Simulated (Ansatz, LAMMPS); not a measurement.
# Amorphous 29Ga2O3-71GeO2 (mol %) (86 atoms) under strain

Aim: relax amorphous 29Ga2O3-71GeO2 (mol %) (86 atoms), then change its volume and shape to read moduli from the stress.

Main program and level: Ansatz 0.2.0; Kohn-Sham DFT, PBE, PAW (set soft_2), plane waves.

## (1) The starting structure

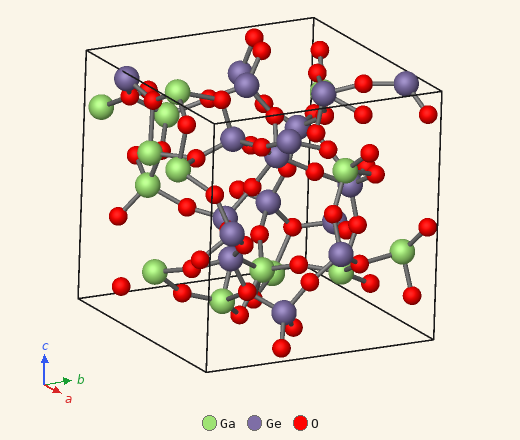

The cell as given, slightly off an axis (gallium green, germanium purple, oxygen red). Bonds to atoms that aren't drawn are left out. Some periodic images of atoms are drawn too.

The cell holds 86 atoms: 14 Ga, 17 Ge and 55 O. Cell: a = 10.944 Å, b = 10.944 Å, c = 10.944 Å, α = 90.0°, β = 90.0°, γ = 90.0°. 86 atoms (14 Fe, 17 Ge, 55 O) placed at random at 3.74 g/cm³, melted at 5000 K for 10 ps at fixed volume with the Morse and Coulomb pair potential with partial charges (Pedone, Malavasi, Menziani, Cormack and Segre, J. Phys. Chem. B 110, 11780 (2006)). Quenched from 5000 K to 300 K at 100 K/ps and fixed volume, held 5 ps, then minimised at fixed cell. Then Fe was replaced by Ga and the cell scaled by 1.006 (the potential has no terms for the new elements, so the cell is a start for a DFT relaxation).

What the set-up can't give: The quench rate of 100 K/ps is orders of magnitude faster than experiment, which tends to freeze in extra defects. The starting topology of bonds comes from the classical model, and needn't be the one that DFT or experiment would give. Only the Γ point is sampled.

## (2) Single point at the start

A single point comes first, to see the forces before anything moves.

input.yaml reads:

```yaml
crystal:
  lattice:
    - [10.94387, 0.0, 0.0]
    - [0.0, 10.94387, 0.0]
    - [0.0, 0.0, 10.94387]
  atoms:
    - { symbol: Ga, position: [0.18868, 0.74549, 0.05987] }
    - { symbol: Ga, position: [0.53436, 0.02723, 0.26251] }
    - { symbol: Ga, position: [0.57848, 0.07561, 0.9934] }
    - { symbol: Ga, position: [0.1995, 0.24942, 0.76576] }
    - { symbol: Ga, position: [0.7577, 0.72455, 0.64469] }
    - { symbol: Ga, position: [0.40902, 0.57287, 0.16175] }
    - { symbol: Ga, position: [0.44378, 0.04058, 0.71281] }
    - { symbol: Ga, position: [0.53354, 0.32983, 0.10483] }
    - { symbol: Ga, position: [0.71692, 0.00963, 0.73106] }
    - { symbol: Ga, position: [0.02502, 0.06016, 0.77058] }
    - { symbol: Ga, position: [0.42799, 0.80319, 0.85358] }
    - { symbol: Ga, position: [0.81338, 0.9563, 0.3049] }
    - { symbol: Ga, position: [0.6355, 0.79151, 0.19234] }
    - { symbol: Ga, position: [0.24752, 0.14825, 0.51119] }
    - { symbol: Ge, position: [0.86951, 0.65317, 0.35047] }
    - { symbol: Ge, position: [0.56597, 0.85911, 0.51383] }
    - { symbol: Ge, position: [0.27326, 0.02546, 0.96347] }
    - { symbol: Ge, position: [0.63041, 0.29678, 0.78999] }
    - { symbol: Ge, position: [0.35115, 0.51108, 0.89582] }
    - { symbol: Ge, position: [0.22972, 0.98966, 0.24802] }
    - { symbol: Ge, position: [0.67227, 0.66808, 0.93676] }
    - { symbol: Ge, position: [0.80287, 0.4487, 0.12269] }
    - { symbol: Ge, position: [0.19914, 0.82889, 0.63937] }
    - { symbol: Ge, position: [0.94171, 0.1275, 0.52336] }
    - { symbol: Ge, position: [0.83992, 0.93372, 0.99137] }
    - { symbol: Ge, position: [0.00799, 0.67955, 0.82013] }
    - { symbol: Ge, position: [0.9247, 0.37558, 0.8579] }
    - { symbol: Ge, position: [0.72495, 0.24968, 0.34309] }
    - { symbol: Ge, position: [0.50756, 0.56403, 0.65247] }
    - { symbol: Ge, position: [0.17513, 0.72513, 0.34482] }
    - { symbol: Ge, position: [0.4529, 0.37709, 0.4079] }
    - { symbol: O, position: [0.71611, 0.54248, 0.02543] }
    - { symbol: O, position: [0.19064, 0.05528, 0.38058] }
    - { symbol: O, position: [0.16491, 0.84173, 0.22645] }
    - { symbol: O, position: [0.38133, 0.95453, 0.26324] }
    - { symbol: O, position: [0.27139, 0.39263, 0.83375] }
    - { symbol: O, position: [0.54745, 0.65448, 0.21309] }
    - { symbol: O, position: [0.41924, 0.06027, 0.91377] }
    - { symbol: O, position: [0.91909, 0.00354, 0.42844] }
    - { symbol: O, position: [0.22346, 0.05934, 0.10737] }
    - { symbol: O, position: [0.47359, 0.98125, 0.54393] }
    - { symbol: O, position: [0.85207, 0.2351, 0.43772] }
    - { symbol: O, position: [0.54609, 0.71144, 0.57994] }
    - { symbol: O, position: [0.88847, 0.75432, 0.74987] }
    - { symbol: O, position: [0.52723, 0.71989, 0.97013] }
    - { symbol: O, position: [0.55446, 0.42118, 0.72644] }
    - { symbol: O, position: [0.69432, 0.09744, 0.31338] }
    - { symbol: O, position: [0.50828, 0.16597, 0.15142] }
    - { symbol: O, position: [0.8598, 0.97887, 0.13874] }
    - { symbol: O, position: [0.71914, 0.33154, 0.19778] }
    - { symbol: O, position: [0.73502, 0.03047, 0.91401] }
    - { symbol: O, position: [0.60306, 0.87569, 0.36112] }
    - { symbol: O, position: [0.6018, 0.15374, 0.72312] }
    - { symbol: O, position: [0.45128, 0.49271, 0.51828] }
    - { symbol: O, position: [0.26915, 0.63691, 0.25434] }
    - { symbol: O, position: [0.32954, 0.87342, 0.72015] }
    - { symbol: O, position: [0.70409, 0.88964, 0.59259] }
    - { symbol: O, position: [0.56098, 0.90917, 0.7869] }
    - { symbol: O, position: [0.28734, 0.86618, 0.97204] }
    - { symbol: O, position: [0.1841, 0.09275, 0.8573] }
    - { symbol: O, position: [0.02625, 0.26518, 0.81281] }
    - { symbol: O, position: [0.04573, 0.71414, 0.96974] }
    - { symbol: O, position: [0.78295, 0.33772, 0.79706] }
    - { symbol: O, position: [0.59861, 0.31003, 0.41349] }
    - { symbol: O, position: [0.8047, 0.6503, 0.49368] }
    - { symbol: O, position: [0.40704, 0.60684, 0.77587] }
    - { symbol: O, position: [0.28479, 0.61052, 0.00161] }
    - { symbol: O, position: [0.84668, 0.53318, 0.24805] }
    - { symbol: O, position: [0.59805, 0.25978, 0.94359] }
    - { symbol: O, position: [0.13449, 0.71513, 0.73018] }
    - { symbol: O, position: [0.76522, 0.78848, 0.98833] }
    - { symbol: O, position: [0.96236, 0.96436, 0.8998] }
    - { symbol: O, position: [0.80104, 0.77663, 0.27514] }
    - { symbol: O, position: [0.02616, 0.67677, 0.35727] }
    - { symbol: O, position: [0.96846, 0.52366, 0.81839] }
    - { symbol: O, position: [0.32141, 0.16199, 0.67035] }
    - { symbol: O, position: [0.21918, 0.77826, 0.48778] }
    - { symbol: O, position: [0.9014, 0.38567, 0.01714] }
    - { symbol: O, position: [0.87224, 0.08565, 0.66535] }
    - { symbol: O, position: [0.66673, 0.64234, 0.77999] }
    - { symbol: O, position: [0.10673, 0.95364, 0.65194] }
    - { symbol: O, position: [0.08075, 0.18879, 0.5762] }
    - { symbol: O, position: [0.60006, 0.94261, 0.11527] }
    - { symbol: O, position: [0.44993, 0.41688, 0.25173] }
    - { symbol: O, position: [0.34428, 0.26958, 0.43459] }
    - { symbol: O, position: [0.45111, 0.45567, 0.00841] }
kpoints:
  mp_grid: { grid: [1, 1, 1] }
hamiltonian:
  xc: pbe
scf:
  occupations: { method: fermi_dirac, width: 0.025 }
output:
  forces: true
```

Run with:

```console
$ ansatz run input.yaml --threads 4 --pin off --max-ram 8192MiB --backend cpu --events-out ev --progress --plain --runs-dir out
```

Numbers of over 12 decimals in the logs are rounded to 6 here.

Output:

```text
[...]
Pseudopotentials: kind: paw
Pseudopotential: Ga, paw, valence charge 13, recommended cutoff 420 eV (normal), Ga.paw.azcp
Pseudopotential: Ge, paw, valence charge 14, recommended cutoff 420 eV (normal), Ge.paw.azcp
Pseudopotential: O, paw, valence charge 6, recommended cutoff 420 eV (normal), O.paw.azcp
[... 5 lines on functional and potentials left out ...]
Crystal: 86 atoms, lattice volume = 1310.729 Å³
Basis set: ecut = 420 eV, 25677 PW (Γ), exchange–correlation on 150×150×150 points (8 copies of the dense FFT grid, shifted against one another)
Bands: 461, of which v1, the nominal top of the filled ones, is band 375 counted from 1 (374 counted from 0)
Symmetry: 1 space group operations
Space group: P1 (ITA 1), of the structure as read, at distance tolerance 1.1e-4 Å
k-points: 1
[... 7 lines on functional and potentials left out ...]
Initial density: superposition of atomic densities (neutral atoms: chi_scale 0, normalization atom), corrected by the library's trained network
Initial wavefunctions: pseudopotential atomic-orbital guess
[...]
SCF iter   1: F=—  HF=-157175.099670 eV  |F-HF|=—  |Δ(HF+E_count)|=         —  Δρ=2.97e-3  dr2=1.03e-1  ethr=1.77e-3  ⟨swp⟩=6.0  Hψ=1795  notcnv=0  defer=49
preconditioner: auto → Resta (q_TF=auto, 2.486 Å⁻¹)  ε∞=3.2  [insulator: Δε(μ)=1.123 eV  Ē_g=19.006 eV  σ=0.025 eV  W_gap=1.00  n_scr=340 (ndim 8)  ℏωp=28.1 eV  f_vac=0.247  D(μ)=0.00/eV (n_scr^D=0)  ε∞_Penn≈3.2  vacuum switching on, ρ_ref=2.6e-2 e/Å³]
SCF iter   2: F=—  HF=-157175.091683 eV  |F-HF|=—  |Δ(HF+E_count)|=   7.99e-3  Δρ=1.63e-3  dr2=1.94e-2  ethr=1.38e-5  ⟨swp⟩=2.0  Hψ=911  notcnv=0  defer=81
SCF iter   3: F=—  HF=-157175.092948 eV  |F-HF|=—  |Δ(HF+E_count)|=   1.27e-3  Δρ=7.03e-4  dr2=5.35e-3  ethr=2.59e-6  ⟨swp⟩=2.0  Hψ=654  notcnv=0  defer=54
automatic band count: iteration 3 solves 434 bands in place of 461: the levels show a gap, and the empty bands left out lie too high to hold charge; the band table lists the bands solved (type scf.n_extra_bands for more)
SCF iter   4: F=—  HF=-157175.093755 eV  |F-HF|=—  |Δ(HF+E_count)|=   8.06e-4  Δρ=2.24e-4  dr2=5.75e-4  ethr=7.13e-7  ⟨swp⟩=2.0  Hψ=641  notcnv=0  defer=54
SCF iter   5: F=—  HF=-157175.093746 eV  |F-HF|=—  |Δ(HF+E_count)|=   8.70e-6  Δρ=1.04e-4  dr2=1.25e-4  ethr=7.66e-8  ⟨swp⟩=2.0  Hψ=641  notcnv=0  defer=54
SCF iter   6: F=—  HF=-157175.093767 eV  |F-HF|=—  |Δ(HF+E_count)|=   2.08e-5  Δρ=3.56e-5  dr2=1.44e-5  ethr=1.66e-8  ⟨swp⟩=2.0  Hψ=616  notcnv=0  defer=54
SCF iter   7: F=—  HF=-157175.091905 eV  |F-HF|=—  |Δ(HF+E_count)|=   1.86e-3  Δρ=1.36e-5  dr2=1.97e-6  ethr=1.92e-9  ⟨swp⟩=2.0  Hψ=742  notcnv=0  defer=54
SCF iter   8: F=—  HF=-157175.091906 eV  |F-HF|=—  |Δ(HF+E_count)|=   7.40e-7  Δρ=4.88e-6  dr2=2.68e-7  ethr=2.62e-10  ⟨swp⟩=2.0  Hψ=641  notcnv=0  defer=54
SCF iter   9: F=-157175.091906 eV  HF=-157175.091906 eV  |F-HF|=1.25e-9  |Δ(HF+E_count)|=   7.24e-8  Δρ=2.09e-6  dr2=4.55e-8  ethr=1.33e-11  ⟨swp⟩=4.0  Hψ=1355  notcnv=0
SCF 1 converged in 9 iterations: F = -157175.091906 eV  dr2 = 4.55e-8
[...]
SCF converged after 9 iterations
Free energy (F): -157175.091906 eV
Harris-Foulkes:  -157175.091906 eV  (|F-HF|=1.25e-9)
Internal energy: -157175.091906 eV  (E = F + TS)
E sigma→0 (E₀):  -157175.091906 eV
Fermi energy:    4.357759 eV
--- Per-component energies (eV) ---
[...]
Σ components = -157175.091906   (vs F -157175.091906, Δ=0.00e0)
--- Forces (eV/Å), atoms counted from 1 ---
  atom   1  Ga    -0.38379976     0.05391462    -1.38163116
  atom   2  Ga    -0.46114975    -0.13956882    -0.83547285
  atom   3  Ga    -0.22705156     0.13724252     0.53150031
  atom   4  Ga     0.65321689     0.73392898     1.33605316
[...]
atom  86  O      1.03053511    -0.33414420     2.20382899
  max |Σ_I F_I| component: 1.09e-4 eV/Å
```

Run time: 9.4 s. Hardware: 4 threads of AMD EPYC 9R14 (Zen 4), shared host; peak memory 2 GiB; 35 s of CPU time.

The r.m.s. force at the start is 0.92 eV/Å.

## (3) Cell and atoms relaxed

Cell and atoms are freed together, to release stress as well as forces.

input.yaml reads:

```yaml
crystal:
  lattice:
    - [10.94387, 0.0, 0.0]
    - [0.0, 10.94387, 0.0]
    - [0.0, 0.0, 10.94387]
  atoms:
    [... the 86 atom lines of step 2 ...]
kpoints:
  mp_grid: { grid: [1, 1, 1] }
hamiltonian:
  xc: pbe
scf:
  occupations: { method: fermi_dirac, width: 0.025 }
output:
  forces: true
relax:
  f_tol: 0.05
  max_steps: 150
  cell: {}
```

Output:

```text
[...]
Crystal: 86 atoms, lattice volume = 1310.729 Å³
Basis set: ecut = 420 eV, 25677 PW (Γ), exchange–correlation on 150×150×150 points (8 copies of the dense FFT grid, shifted against one another)
Bands: 461, of which v1, the nominal top of the filled ones, is band 375 counted from 1 (374 counted from 0)
Symmetry: 1 space group operations
[...]
k-points: 1
[...]
SCF iter   1: F=—  HF=-157175.099674 eV  |F-HF|=—  |Δ(HF+E_count)|=         —  Δρ=2.97e-3  dr2=1.03e-1  ethr=1.77e-3  ⟨swp⟩=6.0  Hψ=1795  notcnv=0  defer=49
[...]
SCF iter   9: F=-157175.091906 eV  HF=-157175.091906 eV  |F-HF|=1.60e-9  |Δ(HF+E_count)|=   7.26e-8  Δρ=2.09e-6  dr2=4.55e-8  ethr=1.33e-11  ⟨swp⟩=4.0  Hψ=1358  notcnv=0
SCF 1 converged in 9 iterations: F = -157175.091906 eV  dr2 = 4.55e-8
[...]
relax step   1: F+E_penalty+E_count = -157175.09190626 eV  Δ(F+E_penalty+E_count) = +0.000e0 eV  max|allowed force component| = 2.506e0 eV/Å  Δτ_max = 0.0000 Å  P = -1.410 GPa  Ω = 1310.729 Å³  (9 SCF iters, dr2 threshold 1.00e-7 eV, accepted)
[... from here on, the SCF cycles and remarks between the steps are left out ...]
relax step   2: F+E_penalty+E_count = -157180.38393221 eV  Δ(F+E_penalty+E_count) = -5.292e0 eV  max|allowed force component| = 1.511e0 eV/Å  Δτ_max = 0.1781 Å  P = -0.234 GPa  Ω = 1266.318 Å³  energy of the carried Pulay correction = +1.498e-1 eV  (8 SCF iters, dr2 threshold 8.60e-6 eV, accepted)
relax step   3: F+E_penalty+E_count = -157182.55025339 eV  Δ(F+E_penalty+E_count) = -2.166e0 eV  max|allowed force component| = 8.171e-1 eV/Å  Δτ_max = 0.1942 Å  P = +0.464 GPa  Ω = 1233.121 Å³  energy of the carried Pulay correction = +2.652e-1 eV  (8 SCF iters, dr2 threshold 8.60e-6 eV, accepted)
relax step   4: F+E_penalty+E_count = -157183.24069364 eV  Δ(F+E_penalty+E_count) = -6.904e-1 eV  max|allowed force component| = 3.055e-1 eV/Å  Δτ_max = 0.2000 Å  P = +0.045 GPa  Ω = 1228.597 Å³  energy of the carried Pulay correction = +2.811e-1 eV  (8 SCF iters, dr2 threshold 8.60e-6 eV, accepted)
relax step   5: F+E_penalty+E_count = -157183.58938284 eV  Δ(F+E_penalty+E_count) = -3.487e-1 eV  max|allowed force component| = 4.665e-1 eV/Å  Δτ_max = 0.2000 Å  P = -0.102 GPa  Ω = 1219.804 Å³  energy of the carried Pulay correction = +3.123e-1 eV  (8 SCF iters, dr2 threshold 5.83e-6 eV, accepted)
relax step   6: F+E_penalty+E_count = -157183.76382060 eV  Δ(F+E_penalty+E_count) = -1.744e-1 eV  max|allowed force component| = 1.579e-1 eV/Å  Δτ_max = 0.2000 Å  P = -0.008 GPa  Ω = 1211.387 Å³  energy of the carried Pulay correction = +3.423e-1 eV  (8 SCF iters, dr2 threshold 8.60e-6 eV, accepted)
relax step   7: F+E_penalty+E_count = -157183.84600780 eV  Δ(F+E_penalty+E_count) = -8.219e-2 eV  max|allowed force component| = 2.154e-1 eV/Å  Δτ_max = 0.1952 Å  P = -0.110 GPa  Ω = 1204.992 Å³  energy of the carried Pulay correction = +3.653e-1 eV  (9 SCF iters, dr2 threshold 1.56e-6 eV, accepted)
relax step   8: F+E_penalty+E_count = -157183.59303695 eV  Δ(F+E_penalty+E_count) = +2.530e-1 eV  max|allowed force component| = 8.812e-1 eV/Å  Δτ_max = 0.2000 Å  P = +0.313 GPa  Ω = 1200.813 Å³  energy of the carried Pulay correction = +3.804e-1 eV  (9 SCF iters, dr2 threshold 2.90e-6 eV, rejected (line search))
relax step   9: F+E_penalty+E_count = -157183.93024047 eV  Δ(F+E_penalty+E_count) = -8.423e-2 eV  max|allowed force component| = 1.132e-1 eV/Å  Δτ_max = 0.1000 Å  P = -0.041 GPa  Ω = 1203.790 Å³  energy of the carried Pulay correction = +3.696e-1 eV  (14 SCF iters, accepted)
relax step  10: F+E_penalty+E_count = -157183.96380995 eV  Δ(F+E_penalty+E_count) = -3.357e-2 eV  max|allowed force component| = 8.301e-2 eV/Å  Δτ_max = 0.1000 Å  P = +0.038 GPa  Ω = 1202.075 Å³  energy of the carried Pulay correction = +3.758e-1 eV  (8 SCF iters, dr2 threshold 8.01e-7 eV, accepted)
relax step  11: F+E_penalty+E_count = -157183.98247287 eV  Δ(F+E_penalty+E_count) = -1.866e-2 eV  max|allowed force component| = 1.699e-1 eV/Å  Δτ_max = 0.1490 Å  P = -0.027 GPa  Ω = 1201.862 Å³  energy of the carried Pulay correction = +3.766e-1 eV  (9 SCF iters, dr2 threshold 4.31e-7 eV, accepted)
relax step  12: F+E_penalty+E_count = -157183.99595355 eV  Δ(F+E_penalty+E_count) = -1.348e-2 eV  max|allowed force component| = 1.402e-1 eV/Å  Δτ_max = 0.0329 Å  P = +0.079 GPa  Ω = 1202.304 Å³  energy of the carried Pulay correction = +3.750e-1 eV  (7 SCF iters, dr2 threshold 1.80e-6 eV, accepted)
relax step  13: F+E_penalty+E_count = -157183.98240557 eV  Δ(F+E_penalty+E_count) = +1.355e-2 eV  max|allowed force component| = 3.510e-1 eV/Å  Δτ_max = 0.2000 Å  P = -0.013 GPa  Ω = 1204.584 Å³  energy of the carried Pulay correction = +3.668e-1 eV  (9 SCF iters, dr2 threshold 1.23e-6 eV, rejected (line search))
relax step  14: F+E_penalty+E_count = -157183.99449498 eV  Δ(F+E_penalty+E_count) = +1.459e-3 eV  max|allowed force component| = 3.170e-1 eV/Å  Δτ_max = 0.0991 Å  P = -0.163 GPa  Ω = 1205.181 Å³  energy of the carried Pulay correction = +3.646e-1 eV  (13 SCF iters, accepted)
relax step  15: F+E_penalty+E_count = -157184.04405063 eV  Δ(F+E_penalty+E_count) = -4.956e-2 eV  max|allowed force component| = 1.051e-1 eV/Å  Δτ_max = 0.1000 Å  P = +0.067 GPa  Ω = 1203.813 Å³  energy of the carried Pulay correction = +3.696e-1 eV  (8 SCF iters, dr2 threshold 6.28e-6 eV, accepted)
relax step  16: F+E_penalty+E_count = -157184.03973152 eV  Δ(F+E_penalty+E_count) = +4.319e-3 eV  max|allowed force component| = 8.964e-2 eV/Å  Δτ_max = 0.0552 Å  P = -0.030 GPa  Ω = 1205.707 Å³  energy of the carried Pulay correction = +3.627e-1 eV  (8 SCF iters, dr2 threshold 6.90e-7 eV, accepted)
relax step  17: F+E_penalty+E_count = -157184.05317304 eV  Δ(F+E_penalty+E_count) = -1.344e-2 eV  max|allowed force component| = 5.743e-2 eV/Å  Δτ_max = 0.0709 Å  P = +0.010 GPa  Ω = 1204.331 Å³  energy of the carried Pulay correction = +3.677e-1 eV  (8 SCF iters, dr2 threshold 5.02e-7 eV, accepted)
relax step  18: F+E_penalty+E_count = -157184.04915619 eV  Δ(F+E_penalty+E_count) = +4.017e-3 eV  max|allowed force component| = 2.459e-2 eV/Å  Δτ_max = 0.0362 Å  P = -0.012 GPa  Ω = 1205.782 Å³  energy of the carried Pulay correction = +3.625e-1 eV  (8 SCF iters, dr2 threshold 2.06e-7 eV, accepted)
relax step  19: F+E_penalty+E_count = -157183.80404503 eV  Δ(F+E_penalty+E_count) = +2.451e-1 eV  max|allowed force component| = 2.557e-2 eV/Å  Δτ_max = 0.0000 Å  P = -0.349 GPa  Ω = 1205.782 Å³  stress off target by 4.21e-1 GPa  SCF on the basis re-selected at this cell (its energy is not comparable with the rows above)  (8 SCF iters)
relax step  20: F+E_penalty+E_count = -157183.83799731 eV  Δ(F+E_penalty+E_count) = -3.395e-2 eV  max|allowed force component| = 4.310e-2 eV/Å  Δτ_max = 0.0374 Å  P = -0.042 GPa  Ω = 1198.913 Å³  energy of the carried Pulay correction = +2.530e-2 eV  (8 SCF iters, dr2 threshold 4.43e-7 eV, accepted)
relax step  21: F+E_penalty+E_count = -157183.83901011 eV  Δ(F+E_penalty+E_count) = -1.013e-3 eV  max|allowed force component| = 1.700e-2 eV/Å  Δτ_max = 0.0158 Å  P = -0.027 GPa  Ω = 1199.102 Å³  energy of the carried Pulay correction = +2.462e-2 eV  (9 SCF iters, dr2 threshold 1.04e-8 eV, accepted)
relax step  22: F+E_penalty+E_count = -157183.81671626 eV  Δ(F+E_penalty+E_count) = +2.229e-2 eV  max|allowed force component| = 1.702e-2 eV/Å  Δτ_max = 0.0000 Å  P = -0.047 GPa  Ω = 1199.102 Å³  stress off target by 5.72e-2 GPa  SCF on the basis re-selected at this cell (its energy is not comparable with the rows above)  (5 SCF iters)
relax step  23: F+E_penalty+E_count = -157183.82103605 eV  Δ(F+E_penalty+E_count) = -4.320e-3 eV  max|allowed force component| = 6.592e-3 eV/Å  Δτ_max = 0.0084 Å  P = -0.003 GPa  Ω = 1198.045 Å³  energy of the carried Pulay correction = +3.912e-3 eV  (8 SCF iters, dr2 threshold 8.17e-9 eV, accepted)
relax step  24: F+E_penalty+E_count = -157183.81727634 eV  Δ(F+E_penalty+E_count) = +3.760e-3 eV  max|allowed force component| = 6.573e-3 eV/Å  Δτ_max = 0.0000 Å  P = -0.005 GPa  Ω = 1198.045 Å³  stress off target by 9.52e-3 GPa  SCF on the basis re-selected at this cell (its energy is not comparable with the rows above)  (5 SCF iters)
[...]
SCF converged after 5 iterations
Free energy (F): -157183.817276 eV
[...]
Internal energy: -157183.817276 eV  (E = F + TS)
E sigma→0 (E₀):  -157183.817276 eV
Fermi energy:    5.406965 eV
[...]
--- Forces (eV/Å), atoms counted from 1 ---
  atom   1  Ga    -0.00106158    -0.00143547     0.00153798
  atom   2  Ga     0.00053601     0.00118646    -0.00280920
  atom   3  Ga    -0.00208929    -0.00281656    -0.00143279
  atom   4  Ga    -0.00208972    -0.00156884    -0.00077559
  atom   5  Ga    -0.00025363    -0.00126279     0.00024091
  atom   6  Ga    -0.00409176    -0.00159347     0.00034203
  atom   7  Ga     0.00127761     0.00023611    -0.00140156
  atom   8  Ga    -0.00094095     0.00079726     0.00098294
  atom   9  Ga     0.00065747     0.00008270     0.00078187
  atom  10  Ga    -0.00185098     0.00073458     0.00392948
  atom  11  Ga    -0.00204517    -0.00020645     0.00341716
  atom  12  Ga    -0.00269150    -0.00117310    -0.00338411
  atom  13  Ga     0.00150263    -0.00003876    -0.00183674
  atom  14  Ga    -0.00152750    -0.00034276    -0.00038524
[...]
atom  85  O      0.00169234     0.00199703    -0.00029275
  atom  86  O      0.00270449    -0.00121122    -0.00165488
  max |Σ_I F_I| component: 3.60e-6 eV/Å
--- Stress (GPa, compression-positive) ---
       -0.001557      -0.003304       0.000911
       -0.003304      -0.004563       0.000673
        0.000911       0.000673      -0.009108
  P = ⅓ Tr σ = -0.0051 GPa (-0.051 kbar)
--- Relaxed structure (21 steps of the walk, 19 accepted, 3 SCFs on fresh bases) ---
  F+E_penalty+E_count = -157183.81727634 eV   max|allowed force component| = 6.573e-3 eV/Å   (the final SCF, on the basis selected at the relaxed cell)
  cell:  # Å, volume = 1198.0448 Å³
    - [10.820363, -0.021531, -0.036346]
    - [-0.021531, 10.685390, 0.050685]
    - [-0.036346, 0.050685, 10.362338]
  atoms:
    - { symbol: Ga, position: [0.204670, 0.720679, 0.068524] }
    - { symbol: Ga, position: [0.525144, 0.026177, 0.281889] }
    - { symbol: Ga, position: [0.572773, 0.074354, 1.005093] }
    - { symbol: Ga, position: [0.201607, 0.243723, 0.784485] }
[...]
- { symbol: O, position: [0.493190, 0.459358, 0.012899] }
```

Elapsed: 4.2 min, on 4 threads; peak memory 2 GiB.

The relaxation converged after 21 steps, with a largest force component of 0.0066 eV/Å.

[end of part 1 of 3]

[Logs are printed without paths, hosts, clocks, repeated set-up lines and the standing remarks that a program may print on its own settings, such as how far it seeks lower states.]

[Hosts, paths, dates, database ids (printed as entryN), source tags and the programs' standing remarks are cut or masked in the printed files.]
